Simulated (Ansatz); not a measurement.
**BLYP/def2-SVP run of C4H4O (furan)**

What is the vertical ionisation energy of C4H4O (furan) at BLYP/def2-SVP? 

The calculation is run with Ansatz 0.2.0.

40 further runs of the same task are left out: 40 set aside as unsound or not needed.

## Step 1: The system as given

The species is C4H4O (9 atoms), meant as a singlet with charge 0. SMILES: `c1ccoc1`. Geometry: relaxed at PBE0-D4/def2-TZVP.

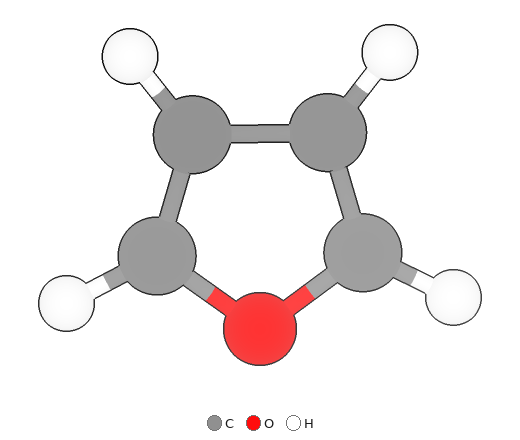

The structure, seen from a chosen angle (carbon grey, oxygen red, hydrogen white).

## Step 2: The energy at BLYP/def2-SVP

The input, run.yaml:

```yaml
basis:
  gaussian:
    orbitals: def2-SVP
crystal:
  periodic: [false, false, false]
  atoms:
    - symbol: C
      position_ang: [0.281100, 0.977400, -0.084000]
    - symbol: C
      position_ang: [0.817600, -0.248800, -0.579600]
    - symbol: C
      position_ang: [-0.000500, -1.224800, -0.122600]
    - symbol: O
      position_ang: [-1.001000, -0.697400, 0.616400]
    - symbol: C
      position_ang: [-0.817300, 0.641100, 0.630900]
    - symbol: H
      position_ang: [0.663600, 1.973100, -0.240900]
    - symbol: H
      position_ang: [1.694300, -0.382300, -1.192800]
    - symbol: H
      position_ang: [-0.006600, -2.296600, -0.230700]
    - symbol: H
      position_ang: [-1.542600, 1.212000, 1.186300]
magnetization:
  spin_polarized: false
hamiltonian:
  xc: {name: BLYP}
accuracy: high
output: {orbitals: {seedname: orbitals}}
```

The run is started by

```bash
$ ansatz run run.yaml --threads 1 --pin off --max-ram 3480MiB --events-out events.jsonl --progress --plain --runs-dir runs
```

The log of the run:

```text
Warning: RAYON_NUM_THREADS=1 ignored (pool sized by the plan → 1); use --threads N
Functional definition: BLYP
  name "BLYP"
  parameter beta = 0.0042
  parameter a = 0.04918
  parameter b = 0.132
  parameter c = 0.2533
  parameter d = 0.349
  exchange = b88_x(beta = beta)
  correlation = lyp_c(a = a, b = b, c = c, d = d)
2169 factors; integrals over basis functions are off by at most 3.3e-9 eV
mean field evaluation 1: about -6244.1326 eV, gradient 5.5e1 eV
mean field evaluation 2: about -6234.4041 eV, gradient 8.2e1 eV
mean field evaluation 4: about -6252.2903 eV, gradient 8.2e0 eV
mean field evaluation 8: about -6252.4219 eV, gradient 1.2e-1 eV
mean field evaluation 16: about -6252.4219 eV, gradient 1.7e-5 eV
mean field -6252.42193591 eV, -229.7722681010 hartree, gradient 1.7e-8 eV, S^2 0.000000; 0 other end points of the search recorded, 0 dependent functions left out
reference -6252.42199036 eV, -229.7722701019 hartree; 18, 18 occupied and 72, 72 virtual orbitals, 2169 factors
Total energy: -6252.42199036 eV, -229.7722701019 hartree
```

Wall time 6.3 s (1 thread of Arm Neoverse V2, shared host); peak memory 0.24 GiB.

## Step 3: The doublet cation at the same level

The input, molecule.yaml:

```yaml
crystal:
  periodic: [false, false, false]
  atoms:
    - {symbol: C, position_ang: [0.281100, 0.977400, -0.084000]}
    - {symbol: C, position_ang: [0.817600, -0.248800, -0.579600]}
    - {symbol: C, position_ang: [-0.000500, -1.224800, -0.122600]}
    - {symbol: O, position_ang: [-1.001000, -0.697400, 0.616400]}
    - {symbol: C, position_ang: [-0.817300, 0.641100, 0.630900]}
    - {symbol: H, position_ang: [0.663600, 1.973100, -0.240900]}
    - {symbol: H, position_ang: [1.694300, -0.382300, -1.192800]}
    - {symbol: H, position_ang: [-0.006600, -2.296600, -0.230700]}
    - {symbol: H, position_ang: [-1.542600, 1.212000, 1.186300]}
basis:
  gaussian:
    orbitals: def2-SVP
total_charge: 1
magnetization:
  spin_polarized: true
  initial_magnetization: 1
hamiltonian:
  xc: {name: BLYP}
accuracy: high
output: {orbitals: {seedname: orbitals}}
```

The run is started by

```bash
$ ansatz run molecule.yaml --threads 1 --pin off --max-ram 3480MiB --events-out events.jsonl --progress --plain --runs-dir runs
```

The log of the run (excerpt; [...] marks lines left out):

```text
Warning: RAYON_NUM_THREADS=1 ignored (pool sized by the plan → 1); use --threads N
[... 9 set-up lines as earlier in the session ...]
2169 factors; integrals over basis functions are off by at most 3.3e-9 eV
mean field evaluation 1: about -6232.6319 eV, gradient 4.7e1 eV
mean field evaluation 2: about -6216.8088 eV, gradient 7.7e1 eV
mean field evaluation 4: about -6243.5650 eV, gradient 4.8e0 eV
mean field evaluation 8: about -6243.6718 eV, gradient 1.6e-1 eV
mean field evaluation 16: about -6243.6720 eV, gradient 7.5e-5 eV
mean field -6243.67201686 eV, -229.4507145068 hartree, gradient 2.2e-8 eV, S^2 0.755033; 1 other end points of the search recorded, 0 dependent functions left out
reference -6243.67206486 eV, -229.4507162707 hartree; 18, 17 occupied and 72, 73 virtual orbitals, 2169 factors
Total energy: -6243.67206486 eV, -229.4507162707 hartree
```

Run time: 11 s. Hardware: 1 thread of Arm Neoverse V2, shared host; peak memory 0.29 GiB.

## Step 4: Outcome

At BLYP/def2-SVP:

```
                                          quantity          value
                       singlet C4H4O: total energy  -229.77227 Eh
                        singlet C4H4O: HOMO energy       -5.34 eV
                        singlet C4H4O: LUMO energy       -0.30 eV
                      singlet C4H4O: HOMO–LUMO gap        5.05 eV
                      doublet cation: total energy  -229.45072 Eh
doublet cation: HOMO energy (highest over α and β)      -13.29 eV
 doublet cation: LUMO energy (lowest over α and β)      -12.15 eV
                              doublet cation: ⟨S²⟩          0.755
vertical ionisation energy (to the doublet cation)       8.750 eV
```

The vertical ionisation energy comes to 8.75 eV (844 kJ/mol). The negative HOMO energy of the first species, 5.34 eV, lies 3.41 eV below that difference.
